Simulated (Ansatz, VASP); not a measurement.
## NiGe in two plane-wave programs

One calculation is typed for both programs; each brings its own data sets and cutoff. How far apart do they land? The cell comes out of the VASP series on this material, whose earlier steps may have relaxed, scaled or displaced it; both programs get it as it stands.

Calculated with Ansatz 0.2.0; plane waves, with VASP 6.6.1 beside it; relaxation of cell and atoms at RPBE.

**1. Set-up**

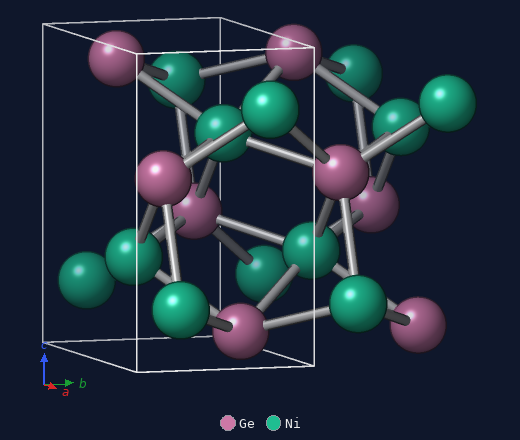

Start, viewed slightly off an axis; germanium pink, nickel teal. 1×2×1 cells are drawn. Some periodic images of atoms are drawn too.

Coordinates:

```cif
data_structure
_symmetry_space_group_name_H-M 'P 1'
_symmetry_Int_Tables_number 1
_cell_length_a 5.4970
_cell_length_b 3.4534
_cell_length_c 5.9148
_cell_angle_alpha 90.000
_cell_angle_beta 90.000
_cell_angle_gamma 90.000
_cell_volume 112.28
loop_
_atom_site_label
_atom_site_type_symbol
_atom_site_fract_x
_atom_site_fract_y
_atom_site_fract_z
_atom_site_occupancy
Ge1 Ge 0.31019 0.25000 0.91507 1
Ge2 Ge 0.68981 0.75000 0.08493 1
Ge3 Ge 0.18981 0.75000 0.41507 1
Ge4 Ge 0.81019 0.25000 0.58493 1
Ni5 Ni 0.49528 0.25000 0.31035 1
Ni6 Ni 0.50472 0.75000 0.68965 1
Ni7 Ni 0.00472 0.75000 0.81035 1
Ni8 Ni 0.99528 0.25000 0.18965 1
```

**2. Ansatz: relaxation of cell and atoms, RPBE**

Ansatz runs on its default PAW (the set named soft_2) files.

The relaxed volume is the usual yardstick between codes: its relative difference is about their pressure difference at one cell divided by the bulk modulus.

Input file input.yaml:

```yaml
crystal:
  lattice:
    - [5.49695317, 0.0, 0.0]
    - [0.0, 3.45344364, 0.0]
    - [0.0, 0.0, 5.91479671]
  atoms:
    - { symbol: Ge, position: [0.310185678, 0.25, 0.915072478] }
    - { symbol: Ge, position: [0.689814322, 0.75, 0.084927522] }
    - { symbol: Ge, position: [0.189814322, 0.75, 0.415072478] }
    - { symbol: Ge, position: [0.810185678, 0.25, 0.584927522] }
    - { symbol: Ni, position: [0.495281353, 0.25, 0.310351872], spin: 1.0 }
    - { symbol: Ni, position: [0.504718647, 0.75, 0.689648128], spin: 1.0 }
    - { symbol: Ni, position: [0.004718647, 0.75, 0.810351872], spin: 1.0 }
    - { symbol: Ni, position: [0.995281353, 0.25, 0.189648128], spin: 1.0 }
hamiltonian:
  xc: rpbe
  pseudopotentials: { kind: paw }
magnetization:
  spin_polarized: true
kpoints:
  mp_grid: { grid: [4, 7, 4] }
scf:
  occupations: { method: gaussian, width: 0.05 }
relax:
  f_tol: 0.01
  max_steps: 60
  cell: { stress_tol: 0.05 }
output:
  forces: true
  stress: true
```

Run with:

```bash
ansatz run input.yaml --threads 4 --pin off --max-ram 9216MiB --backend cpu --events-out ev --progress --plain --runs-dir out
```

Numbers of over 12 decimals in the logs are rounded to 6 here.

The log of the run:

```text
Engine: ansatz 0.2.0, aarch64-unknown-linux-gnu
Pseudopotentials: kind: paw
Pseudopotential: Ge, paw, valence charge 14, recommended cutoff 420 eV (normal), Ge.paw.azcp
Pseudopotential: Ni, paw, valence charge 18, recommended cutoff 420 eV (normal), Ni.paw.azcp
Functional definition: RPBE
  parameter kappa = 0.804
  parameter beta = 0.066725
  exchange = rpbe_x(kappa = kappa, mu = beta*pi^2/3)
  correlation = pbe_c(beta = beta)
Crystal: 8 atoms, lattice volume = 112.283 Å³
Basis set: ecut = 420 eV, 2199 PW (Γ), exchange–correlation on 80×48×80 points (8 copies of the dense FFT grid, shifted against one another)
Bands: 80, of which v1, the nominal top of the filled ones, is band 64 counted from 1 (63 counted from 0)
Symmetry: 8 space group operations
Space group: Pnma (ITA 62), of the structure as read, at distance tolerance 4.8e-5 Å
Magnetic group: BNS 62.441 (UNI 539), of the structure as read, at distance tolerance 4.8e-5 Å
k-points: 36 of 112
Non-local potential: Ge, projectors of the file, l = 0: 2, l = 1: 2, l = 2: 3, l = 3: 1
Non-local potential: Ni, projectors of the file, l = 0: 3, l = 1: 2, l = 2: 3, l = 3: 1
PAW form: soft (Blöchl's): semilocal exchange-correlation on the pseudo side does not see the compensation charge
PAW frozen core: Ge, regenerated for the run's functional, and the local potential with it (the file was generated under x = pbe(κ = 0.804, μ = 0.219515), c = pbe(β = 0.066725))
PAW frozen core: Ni, regenerated for the run's functional, and the local potential with it (the file was generated under x = pbe(κ = 0.804, μ = 0.219515), c = pbe(β = 0.066725))
PAW one-centre angular grid: Ge, 590 points (default); XC on 64 Gauss nodes
PAW one-centre angular grid: Ni, 590 points (default); XC on 64 Gauss nodes
Initial density: superposition of atomic densities (chi_scale 0.1, normalization cell)
Starting moments: Σ|m| = 4 μB on 4 of 8 sites
Initial wavefunctions: pseudopotential atomic-orbital guess
Functional: x = rpbe, c = pbe(β = 0.066725)
iter 1 solved again at ethr=7.70e-4 eV; its pass at ethr=3.10e-3 eV (dr2=9.85e-1 eV) is discarded
SCF iter   1: F=—  HF=-40576.622767 eV  |F-HF|=—  |Δ(HF+E_count)|=         —  Δρ=3.58e-2 (↑3.45e-2 ↓3.58e-2)  dr2=9.93e-1  dr2_m=9.26e-1  M=1.862 μB ∫|m|=2.799 μB  β_m=0.30  ethr=7.70e-4  ⟨swp⟩=1.7  Hψ=24900  notcnv=0
Mixer restart at iter 1: flushing history
preconditioner: auto → Kerker (q_TF=auto, 2.789 Å⁻¹)  [metal: Δε(μ)=0.013 eV  Ē_g=16.916 eV  σ=0.050 eV  W_gap=0.14  n_scr=38 (ndim 8)  ℏωp=34.3 eV  f_vac=0.000  D(μ)=4.02/eV (n_scr^D=38)]
spin=Collinear: Kerker preconditioning applied to the charge; magnetization (m = ρ↑ − ρ↓) channel mixes plain (no charge-response kernel on spin).
SCF iter   2: F=—  HF=-40578.476614 eV  |F-HF|=—  |Δ(HF+E_count)|=    1.85e0  Δρ=4.88e-2 (↑2.15e-2 ↓4.88e-2)  dr2=1.78e0  dr2_m=1.04e0  M=1.407 μB ∫|m|=2.354 μB  β_m=0.65  ethr=7.70e-4  ⟨swp⟩=2.0  Hψ=6894  notcnv=0
SCF iter   3: F=—  HF=-40582.025911 eV  |F-HF|=—  |Δ(HF+E_count)|=    3.55e0  Δρ=5.02e-2 (↑1.56e-2 ↓5.02e-2)  dr2=2.23e0  dr2_m=9.80e-1  M=0.780 μB ∫|m|=1.733 μB  β_m=0.25  ethr=7.70e-4  ⟨swp⟩=2.8  Hψ=8879  notcnv=0
SCF iter   4: F=—  HF=-40583.285311 eV  |F-HF|=—  |Δ(HF+E_count)|=    1.26e0  Δρ=2.53e-2 (↑2.11e-2 ↓2.53e-2)  dr2=4.44e-1  dr2_m=4.97e-1  M=0.465 μB ∫|m|=1.227 μB  β_m=0.40  ethr=7.70e-4  ⟨swp⟩=2.2  Hψ=8343  notcnv=0  defer=654
SCF iter   5: F=—  HF=-40584.109342 eV  |F-HF|=—  |Δ(HF+E_count)|=   8.24e-1  Δρ=1.85e-2 (↑1.85e-2 ↓1.44e-2)  dr2=6.91e-1  dr2_m=7.77e-3  M=0.029 μB ∫|m|=0.187 μB  β_m=0.73  ethr=3.47e-4  ⟨swp⟩=3.0  Hψ=9039  notcnv=0  defer=652
SCF iter   6: F=—  HF=-40584.043403 eV  |F-HF|=—  |Δ(HF+E_count)|=   6.59e-2  Δρ=1.07e-2 (↑1.06e-2 ↓1.07e-2)  dr2=3.12e-1  dr2_m=8.61e-4  M=-0.018 μB ∫|m|=0.021 μB  β_m=0.73  ethr=3.47e-4  ⟨swp⟩=2.0  Hψ=7141  notcnv=0  defer=652
SCF iter   7: F=—  HF=-40584.003524 eV  |F-HF|=—  |Δ(HF+E_count)|=         —  Δρ=2.55e-3 (↑1.48e-3 ↓2.55e-3)  dr2=1.24e-2  dr2_m=4.44e-4  M=-0.001 μB ∫|m|=0.008 μB  β_m=0.73  ethr=2.44e-4  ⟨swp⟩=2.1  Hψ=7524  notcnv=0  defer=652
Mixer restart at iter 7: flushing history
SCF iter   8: F=—  HF=-40584.009916 eV  |F-HF|=—  |Δ(HF+E_count)|=   6.39e-3  Δρ=2.96e-3 (↑2.96e-3 ↓2.62e-3)  dr2=1.84e-2  dr2_m=4.77e-5  M=0.000 μB ∫|m|=0.003 μB  β_m=0.73  ethr=9.70e-6  ⟨swp⟩=2.0  Hψ=11072  notcnv=0  defer=652
SCF iter   9: F=—  HF=-40584.004210 eV  |F-HF|=—  |Δ(HF+E_count)|=   5.71e-3  Δρ=3.42e-4 (↑2.20e-4 ↓3.42e-4)  dr2=3.48e-4  dr2_m=1.37e-5  M=0.000 μB ∫|m|=0.002 μB  β_m=0.83  ethr=9.70e-6  ⟨swp⟩=2.0  Hψ=9090  notcnv=0  defer=652
SCF iter  10: F=—  HF=-40584.004309 eV  |F-HF|=—  |Δ(HF+E_count)|=   9.91e-5  Δρ=1.26e-4 (↑1.26e-4 ↓1.18e-4)  dr2=4.99e-5  dr2_m=1.58e-7  M=0.000 μB ∫|m|=0.001 μB  β_m=0.92  ethr=2.72e-7  ⟨swp⟩=2.0  Hψ=7574  notcnv=0  defer=652
SCF iter  11: F=—  HF=-40584.004319 eV  |F-HF|=—  |Δ(HF+E_count)|=   1.00e-5  Δρ=7.22e-5 (↑7.18e-5 ↓7.22e-5)  dr2=1.73e-5  dr2_m=5.27e-9  M=0.000 μB ∫|m|=0.000 μB  β_m=0.85  ethr=3.89e-8  ⟨swp⟩=2.8  Hψ=8921  notcnv=0  defer=652
SCF iter  12: F=—  HF=-40584.004317 eV  |F-HF|=—  |Δ(HF+E_count)|=   2.53e-6  Δρ=1.54e-5 (↑1.52e-5 ↓1.54e-5)  dr2=1.08e-6  dr2_m=1.15e-10  M=-0.000 μB ∫|m|=0.000 μB  β_m=0.79  ethr=1.35e-8  ⟨swp⟩=2.0  Hψ=9200  notcnv=0  defer=652
SCF iter  13: F=—  HF=-40584.004317 eV  |F-HF|=—  |Δ(HF+E_count)|=   2.06e-7  Δρ=2.35e-5 (↑2.35e-5 ↓2.23e-5)  dr2=1.40e-6  dr2_m=1.10e-9  M=-0.000 μB ∫|m|=0.000 μB  β_m=0.89  ethr=8.43e-10  ⟨swp⟩=2.0  Hψ=9201  notcnv=0  defer=652
SCF iter  14: F=—  HF=-40584.004317 eV  |F-HF|=—  |Δ(HF+E_count)|=   9.47e-8  Δρ=3.91e-6 (↑3.85e-6 ↓3.91e-6)  dr2=5.92e-8  dr2_m=1.00e-10  M=-0.000 μB ∫|m|=0.000 μB  β_m=0.94  ethr=8.43e-10  ⟨swp⟩=2.0  Hψ=7455  notcnv=0  defer=652
SCF iter  15: F=-40584.004317 eV  HF=-40584.004317 eV  |F-HF|=2.25e-8  |Δ(HF+E_count)|=   7.23e-9  Δρ=2.67e-6 (↑2.67e-6 ↓2.64e-6)  dr2=2.59e-8  dr2_m=6.34e-12  M=-0.000 μB ∫|m|=0.000 μB  ethr=4.63e-11  ⟨swp⟩=2.0  Hψ=16617  notcnv=0
WARN: the starting moments were not kept: the SCF closed with an absolute magnetisation of 5.3e-6 μB, where they sum to 4 μB in size (4 sites). That is at most 0.1 of that sum. Measured as dr2_m measures the in/out step, that magnetisation stands 2.4e-12 eV from none, at or under the dr2_threshold of 1.0e-7 eV: it is no larger than a step whose dr2_m would equal this threshold. The system may hold no moment; this SCF [...]
SCF 1 converged in 15 iterations: F = -40584.004317 eV  dr2 = 2.59e-8
  greatest PAW one-centre occupation: 1.001 electrons in one spin orbital (limit 2), on the Ni atom at site 5 (counted from 0), in its partial waves of l = 1
relax step   1: F+E_penalty+E_count = -40584.00431696 eV  Δ(F+E_penalty+E_count) = +0.000e0 eV  max|allowed force component| = 7.278e-3 eV/Å  Δτ_max = 0.0000 Å  P = +0.243 GPa  Ω = 112.283 Å³  (15 SCF iters, dr2 threshold 1.00e-7 eV, accepted)
[...]
relax step   2: F+E_penalty+E_count = -40584.00448574 eV  Δ(F+E_penalty+E_count) = -1.688e-4 eV  max|allowed force component| = 3.594e-3 eV/Å  Δτ_max = 0.0016 Å  P = +0.057 GPa  Ω = 112.466 Å³  energy of the carried Pulay correction = -7.237e-5 eV  (6 SCF iters, dr2 threshold 2.43e-7 eV, accepted)
[...]
relax step   3: F+E_penalty+E_count = -40584.00448950 eV  Δ(F+E_penalty+E_count) = -3.762e-6 eV  max|allowed force component| = 9.458e-4 eV/Å  Δτ_max = 0.0007 Å  P = -0.007 GPa  Ω = 112.534 Å³  energy of the carried Pulay correction = -9.838e-5 eV  (7 SCF iters, dr2 threshold 2.34e-8 eV, accepted)
[...]
relax step   4: F+E_penalty+E_count = -40584.00458180 eV  Δ(F+E_penalty+E_count) = -9.230e-5 eV  max|allowed force component| = 9.448e-4 eV/Å  Δτ_max = 0.0000 Å  P = -0.008 GPa  Ω = 112.534 Å³  stress off target by 1.98e-2 GPa  SCF on the basis re-selected at this cell (its energy is not comparable with the rows above)  (9 SCF iters)
basis re-selected at this cell: Δ(F+E_penalty+E_count) = -9.230e-5 eV, ΔP = -0.001 GPa vs the last step (what re-selecting the basis moved, of the pressure what is left beyond the Pulay correction that the steps carried, after the strain that the cell walked since its last selection, with what the two solves' SCF thresholds leave and, on support functions, any second-order correction that the steps lacked; it is no m [...]
SCF converged after 9 iterations
Magnetization: 0.0000 μB (64.0000 up, 64.0000 down)
Absolute magnetization: 0.0000 μB (∫|ρ↑−ρ↓|, with the PAW one-centre terms)
Spin contamination: 0.0000 ħ² per cell (⟨S²⟩ above its minimum at these occupations)
Per-site moments (μB) at R_I (Å): [(-3.8948691653859274e-11, 0.979082), (-3.8948694200933507e-11, 0.979082), (-3.894851816193862e-11, 0.979082), (-3.8948815979148095e-11, 0.979082), (3.9325702163975255e-10, 0.979082), (3.9325673823512336e-10, 0.979082), (3.932567431673014e-10, 0.979082), (3.932569619577722e-10, 0.979082)]
Free energy (F): -40584.004582 eV
Harris-Foulkes:  -40584.004582 eV  (|F-HF|=1.46e-11)
Internal energy: -40584.002381 eV  (E = F + TS)
E sigma→0 (E₀):  -40584.003481 eV
Entropy (-TS):   -0.002201 eV (-0.275 meV/atom)
Fermi energy:    14.661890 eV
--- Per-component energies (eV) ---
  E_band       = -1661.375116
  E_kinetic    = 1580.307863
  E_local      = -23877.622126  (includes V_loc(G=0)·N_el)
  E_nonlocal   = 4223.787912
  E_hartree    = 10238.103646
  E_xc         = -642.467963
  E_vxc        = -696.124543  (∫ρ·V_xc dr)
  E_paw        = -14653.470131  (= ΣΔE_a)
  E_vpaw       = -3367.935650  (= ΣTr[D̂ρ^β])
  E_aug_tail   = 0.003465  (compensation charges beyond the density's cutoff)
  E_ewald      = -17451.740039
  E_core_change = -0.905007  (= ΣΔE_core)
  E_smearing   = -0.002201  (= −TS)
  E_closure    = 0.000000  (closes the sum)
  Σ components = -40584.004582   (vs F -40584.004582, Δ=0.00e0)
--- Forces (eV/Å), atoms counted from 1 ---
  atom   1  Ge    -0.00084544     0.00000000     0.00029593
  atom   2  Ge     0.00084544     0.00000000    -0.00029593
  atom   3  Ge     0.00084544    -0.00000000     0.00029593
  atom   4  Ge    -0.00084544     0.00000000    -0.00029593
  atom   5  Ni     0.00094483     0.00000000    -0.00060849
  atom   6  Ni    -0.00094483    -0.00000000     0.00060849
  atom   7  Ni    -0.00094483     0.00000000    -0.00060849
  atom   8  Ni     0.00094483    -0.00000000     0.00060849
  max |Σ_I F_I| component: 6.94e-18 eV/Å
--- Stress (GPa, compression-positive) ---
        0.001669       0.000000      -0.000000
        0.000000      -0.005483      -0.000000
       -0.000000      -0.000000      -0.019779
  P = ⅓ Tr σ = -0.0079 GPa (-0.079 kbar)
--- Relaxed structure (3 steps of the walk, 3 accepted, 1 SCFs on fresh bases) ---
  F+E_penalty+E_count = -40584.00458180 eV   max|allowed force component| = 9.448e-4 eV/Å   (the final SCF, on the basis selected at the relaxed cell)
  cell:  # Å, volume = 112.5341 Å³
    - [5.496311, 0, 0]
    - [0, 3.458212, 4.50797998723387e-19]
    - [0, 7.72092669716676e-19, 5.920539]
  atoms:
    - { symbol: Ge, position: [0.309890, 0.25, 0.915070] }
    - { symbol: Ge, position: [0.690110, 0.75, 0.084930] }
    - { symbol: Ge, position: [0.190110, 0.75, 0.415070] }
    - { symbol: Ge, position: [0.809890, 0.25, 0.584930] }
    - { symbol: Ni, position: [0.495543, 0.25, 0.310049] }
    - { symbol: Ni, position: [0.504457, 0.75, 0.689951] }
    - { symbol: Ni, position: [0.00445653, 0.75, 0.810049] }
    - { symbol: Ni, position: [0.995543, 0.25, 0.189951] }
```

Elapsed: 45 s, on 4 threads of Arm Neoverse V2, shared host; peak memory 0.84 GiB.

[end of part 1 of 2]

[Lines on the potential files, build, host, timing and source positions are cut from VASP's logs without a mark.]

[Logs are printed without paths, hosts, clocks, repeated set-up lines and the standing remarks that a program may print on its own settings, such as how far it seeks lower states.]

[Hosts, paths, dates, database ids (printed as entryN), source tags and the programs' standing remarks are cut or masked in the printed files.]
